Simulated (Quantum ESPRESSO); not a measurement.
## What a tighter setting buys: ecutwfc, Hf2P2O9 (C2/m, 26 atoms in the cell)

Cell: a = 7.5586 Å, b = 7.5586 Å, c = 10.0098 Å, α = 126.79°, β = 126.79°, γ = 51.49°.

Level of theory: PBEsol, GBRV 1.5 ultrasoft (PBESOL) pseudopotentials (plane waves; Quantum ESPRESSO).

Base settings: ecutwfc = 40 Ry; ecutrho = 320 Ry; occupations = fixed; potentials = {Hf: hf_pbesol_v1.uspp.F.UPF, P: p_pbesol_v1.5.uspp.F.UPF, O: o_pbesol_v1.2.uspp.F.UPF}; K_POINTS = automatic 3 3 2 0 0 0; nbnd = 90; conv_thr = 1e-09 Ry.

Misses are taken against the tightest run, 60 Ry (ecutrho: 320 Ry → 480 Ry), which need not be fully converged itself. The energy is the free energy per atom.

The count of work is k-points × plane waves × bands × iterations; it is no time, and leaves out set-up, grids and terms that scale otherwise. Core times come from one kind of shared machine and are given to one figure; runs under 30 s give none.

The starting cell comes from a database of computed structures (which also holds hypothetical and non-ambient phases and stackings), without a prior relaxation at this level.

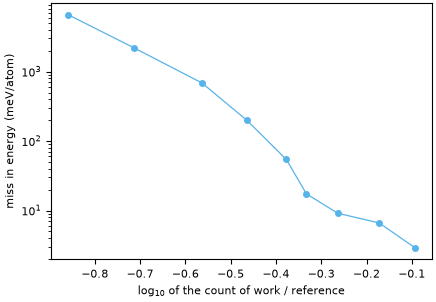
*Miss against the count of work; the reference run is not drawn, and misses under 0.1 meV/atom are drawn there.*

```csv
ecutwfc,energy less reference (meV/atom),pressure less reference (GPa),largest difference in the force on any atom (eV/Å),count of work / reference,core time / reference (rough)
16 Ry (ecutrho: 320 Ry → 128 Ry),6565.73,-223.16,1.948,0.14,0.07
20 Ry (ecutrho: 320 Ry → 160 Ry),2214.90,-102.56,1.058,0.19,0.10
24 Ry (ecutrho: 320 Ry → 192 Ry),684.77,-40.96,0.152,0.27,0.1
28 Ry (ecutrho: 320 Ry → 224 Ry),198.59,-14.60,0.042,0.34,0.2
32 Ry (ecutrho: 320 Ry → 256 Ry),54.32,-4.36,0.021,0.42,0.2
36 Ry (ecutrho: 320 Ry → 288 Ry),17.40,-1.08,0.015,0.46,0.2
40 Ry,9.14,-0.15,0.007,0.54,0.5
46 Ry (ecutrho: 320 Ry → 368 Ry),6.62,-0.09,0.005,0.67,0.5
52 Ry (ecutrho: 320 Ry → 416 Ry),2.91,-0.22,0.003,0.81,0.7
60 Ry (ecutrho: 320 Ry → 480 Ry),0.00,0.00,0.000,1.0,1
```

Coarsest setting among those run that, with all tighter ones, holds the energy within 20 meV/atom of the reference: 36 Ry (ecutrho: 320 Ry → 288 Ry), off by 17 meV/atom; its saving against the reference is no more than about a factor of 2 in the count of work.

Coarsest setting among those run that, with all tighter ones, holds the energy within 10 meV/atom of the reference: 40 Ry, off by 9.1 meV/atom; its saving against the reference is no more than about a factor of 2 in the count of work.

The step from 16 Ry (ecutrho: 320 Ry → 128 Ry) to 28 Ry (ecutrho: 320 Ry → 224 Ry): it takes the miss in the energy from 6600 to 200 meV/atom, for 2.5 times the count of work and roughly 2 times the time.
